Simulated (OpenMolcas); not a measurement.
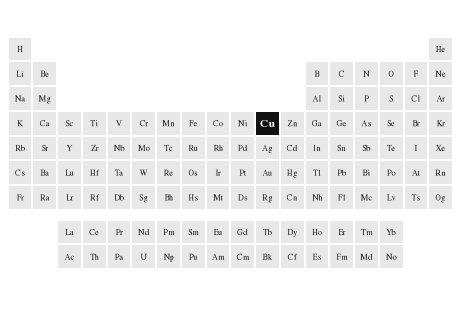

Figure 1. The place of copper in the periodic table.

# Multiconfigurational calculation, with input and output: Cu³⁺

- system: Cu³⁺.
- method: state-averaged MS-CASPT2, IPEA shift 0.25, imaginary shift 0.1 hartree, semicore shells correlated, active space 8 electrons in the shell 3d, basis ANO-RCC-VDZP, DKH2 scalar Hamiltonian, spin-orbit coupling by RASSI with atomic mean-field integrals (OpenMolcas)

Input:
```
&GATEWAY
Coord
1

Cu 0.0 0.0 0.0
Basis=ANO-RCC-VDZP
Group=XYZ
NoMove
AngMom=0.0 0.0 0.0
AMFI
&SEWARD
&RASSCF
FileOrb=start.orb
Symmetry=1
Spin=3
nActEl=8 0 0
Inactive=3 6
Ras2=5 0
CIRoot=10 10 1
SDav=10
CIMx=300
Iter=120 100
PrWF=0.3
OrbListing=Nothing
MaxOrb=0
Atom
>>> COPY $Project.JobIph JOB001
&RASSCF
FileOrb=start.orb
Symmetry=1
Spin=1
nActEl=8 0 0
Inactive=3 6
Ras2=5 0
CIRoot=15 15 1
SDav=15
CIMx=300
Iter=120 100
PrWF=0.3
OrbListing=Nothing
MaxOrb=0
Atom
>>> COPY $Project.JobIph JOB002
&RASSI
NrOfJobIphs=2 10 14
1 2 3 4 5 6 7 8 9 10
1 2 3 4 5 6 7 8 9 10 11 12 13 14
IphNames
JOB001
JOB002
EJob
SpinOrbit
DIPRint=1.0
SOCoupling=1000.0
Subsets=2
MEES
Property=10
'ANGMOM' 1 'ANGMOM' 2 'ANGMOM' 3 'MLTPL  1' 1 'MLTPL  1' 2 'MLTPL  1' 3
'AMFI' 1 'AMFI' 2 'AMFI' 3 'MLTPL  2' 6
SOProperty=3
'ANGMOM' 1 'ANGMOM' 2 'ANGMOM' 3
>>> COPY JOB001 $Project.JobIph
&CASPT2
Multistate=10 1 2 3 4 5 6 7 8 9 10
Frozen=22 23
IPEA=0.25
Imaginary=0.1
MaxIter=60
WThr=0.0 0.3 0.05
PrWF=0.5
NoMix
```

The file start.orb holds starting orbitals from an earlier step.

Hardware: 1 CPU thread, shared host.

Run as:
```bash
OMP_NUM_THREADS=1 MOLCAS_MEM=2252 MOLCAS_PROJECT=a pymolcas a.inp > a.log  # once for each step of the input, in one work folder
```

The program's output (extracts):
```
|       MOLCAS_SOURCE = [file]
  |    MOLCAS_STRUCTURE = 0
  |
   --------------------------------------------------------------------------------------
++ ---------   Input file   ---------
>>> COPY JOB001 $Project.JobIph
&CASPT2
Multistate=10 1 2 3 4 5 6 7 8 9 10
Frozen=22 23
IPEA=0.25
Imaginary=0.1
MaxIter=60
WThr=0.0 0.3 0.05
PrWF=0.5
NoMix
-- ----------------------------------
>>> COPY JOB001 a.JobIph
*** symbolic link created: INPORB -> a.RasOrb
--- Start Module: caspt2 at  ---
()()()()()()()()()()()()()()()()()()()()()()()()()()()()()()()()()()()()()()()()()()()()()()()()()()
                                              &CASPT2
                                   only a single process is used
                       available to each process: 2.3 GB of memory, 1 thread
()()()()()()()()()()()()()()()()()()()()()()()()()()()()()()()()()()()()()()()()()()()()()()()()()()
 ###    WARNING: User changed nr of frozen orbitals.                         ###
 ###    ERROR: Too many frozen orbitals!                                     ###
--- Stop Module: caspt2 at  /rc=_RC_INPUT_ERROR_ ---
.####################.
.# User input error #.
.####################.
```

Outcome:

- outcome: refused by the program

What went wrong:

This input holds a deliberate fault: too many frozen. The program refused the input; the driver noted: CASPT2 spin 3: _RC_INPUT_ERROR_.
